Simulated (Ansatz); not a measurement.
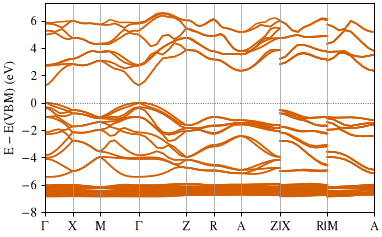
Figure: Band structure from plane-wave PAW PBEsol with spin–orbit coupling (Ansatz code)

Q: Read off the gap and where the band edges lie.

A: About 1.3 eV (1.26 eV by a search for the band edges); maximum at Γ, minimum at Γ.

The material is ZnSe in space group P4_2/mnm (No. 136; Zn on 4g, Se on 4f).

The start of the workflow was typed in or built on a structure type; neither database checked (COD, Materials Project) lists it. It is not the phase usual at ambient conditions (space group No. 216). Symmetry was held in the PBEsol relaxation; whether a distortion lowers the energy is not shown.

Potentials: the earlier of the program's two PAW sets. The files were generated under PBE; for other functionals the program regenerates the frozen cores, and for LDA and PBEsol the local potential too.
